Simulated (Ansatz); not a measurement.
# CH₄BInOSi: up Jacob's ladder to CCSD(T)

How much do the methods differ for CH₄BInOSi? The plan is to run it at one geometry with functionals of several rungs and with coupled cluster, and see how far each lands from CCSD(T) at the basis-set limit for the atomisation energy.

Method: functionals in def2-TZVPP, the program's frozen cores in correlated methods; program: Ansatz 0.2.0, Gaussian basis.

Levels to be run: LDA (SPW92), PBE-D4, revPBE-D4, BLYP-D4, r2SCAN-D4, B97M-V, PBE0-D4, B3LYP-D4, r2SCANh-D4, r2SCAN0-D4, HSE06-D4, BHLYP-D4, CAM-B3LYP-D4, LC-ωPBE, ωB97X-V, ωB97M-V, B2PLYP, PBE-QIDH; CCSD(T)/def2-SVP; CCSD(T)/def2-TZVPP; MP2/def2-QZVPP; extrapolation to the limit; RPA on PBE.

## 1. Structure used throughout

The geometry comes from an earlier relaxation with PBE0-D4 in a triple-zeta def2 set; it is a stationary point, not always the lowest conformer. In takes the def2 core potential; no spin-orbit term is included.

9 atoms, charge 0, spin multiplicity 1.

Atoms are counted from 1 here; the program's logs count them from 0.

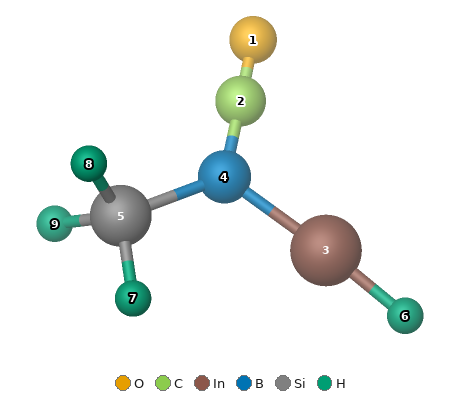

The geometry (oxygen amber, carbon green, indium brown, boron blue, silicon grey, hydrogen teal); atoms are numbered from 1 in the order of the file.

## 2. LDA

This LDA is Slater exchange with PW92 correlation.

Contents of in.yaml:

```yaml
crystal:
  periodic: [false, false, false]
  atoms:
    - {symbol: O, position_ang: [1.304114, -2.779400, -0.214778]}
    - {symbol: C, position_ang: [0.899716, -1.702607, -0.107473]}
    - {symbol: In, position_ang: [1.832483, 0.985846, 0.616020]}
    - {symbol: B, position_ang: [0.388057, -0.371395, 0.022334]}
    - {symbol: Si, position_ang: [-1.454507, 0.262256, -0.292780]}
    - {symbol: H, position_ang: [2.934754, 2.182641, 1.099118]}
    - {symbol: H, position_ang: [-1.517088, 1.734065, -0.035931]}
    - {symbol: H, position_ang: [-1.924075, 0.056252, -1.692857]}
    - {symbol: H, position_ang: [-2.463462, -0.367647, 0.606347]}
basis:
  gaussian: {orbitals: def2-TZVPP}
hamiltonian: {xc: lda}
output: {orbitals: {seedname: orbitals}}
```

Started as:

```
ansatz run in.yaml --threads 4 --pin off --events-out ev --progress --plain --max-ram 10444MiB
```

Further steps of the session: PBE-D4 (GGA); revPBE-D4 (GGA); BLYP-D4 (GGA); r2SCAN-D4 (meta-GGA); B97M-V (meta-GGA); PBE0-D4 (hybrid); B3LYP-D4 (hybrid); r2SCANh-D4 (hybrid); r2SCAN0-D4 (hybrid); HSE06-D4 (hybrid); BHLYP-D4 (hybrid); CAM-B3LYP-D4 (range-separated); LC-ωPBE (range-separated); ωB97X-V (range-separated); ωB97M-V (range-separated); B2PLYP (double hybrid); PBE-QIDH (double hybrid); CCSD(T) in def2-SVP; CCSD(T) in def2-TZVPP; MP2 in def2-QZVPP; RPA on PBE orbitals.

**Question.** What will the summary of the whole plan be? Wanted: atomisation energy, CCSD(T)/CBS; farthest beyond LDA; mean size of error, GGA; mean size of error, meta-GGA; mean size of error, hybrid; mean size of error, range-separated; mean size of error, double hybrid; gap, smallest and largest; T1 diagnostic.

As calculated:

| quantity | value |
| --- | --- |
| atomisation energy, CCSD(T)/CBS | 2996.1 kJ/mol |
| functionals within 30.0 kJ/mol (1.0 %) | revPBE-D4, BLYP-D4, PBE0-D4, B3LYP-D4, r2SCANh-D4, r2SCAN0-D4, HSE06-D4, CAM-B3LYP-D4, LC-ωPBE, ωB97X-V, ωB97M-V, B2PLYP, PBE-QIDH |
| farthest beyond LDA | PBE-D4 (+110.4 kJ/mol) |
| mean size of error, GGA | 53.0 kJ/mol |
| mean size of error, meta-GGA | 57.5 kJ/mol |
| mean size of error, hybrid | 36.5 kJ/mol |
| mean size of error, range-separated | 8.9 kJ/mol |
| mean size of error, double hybrid | 14.1 kJ/mol |
| gap, smallest and largest | 1.78 eV (LDA (SPW92)), 7.43 eV (LC-ωPBE) |
| T1 diagnostic | 0.0182 |
| triples share of the correlation energy | 4.5 % |

LDA overbinds by 509.5 kJ/mol (17 %). PBE-D4 is off by +110.4 kJ/mol. Double hybrids carry the basis error of their MP2 part in triple zeta, and no dispersion term here, so their miss is partly the set-up's. The rungs range-separated, double hybrid miss on average by less than the doubt on the reference (30.0 kJ/mol), so they tie. The reference freezes the cores and leaves out spin-orbit coupling and excitations past (T), and its outer-core shells are covered unevenly, so misses under about 30.0 kJ/mol can't be ranked. All levels share the lack of spin-orbit coupling, which lowers the free heavy atoms and so the true binding. Hartree-Fock recovers 70 % of the binding; the rest is correlation. CCSD(T) in def2-SVP is off by -171.5 kJ/mol, which most functionals beat. Orbital gaps span 1.8 to 7.4 eV; exact exchange widens them. Correlated methods include outer-core shells of In, which these sets cover unevenly.
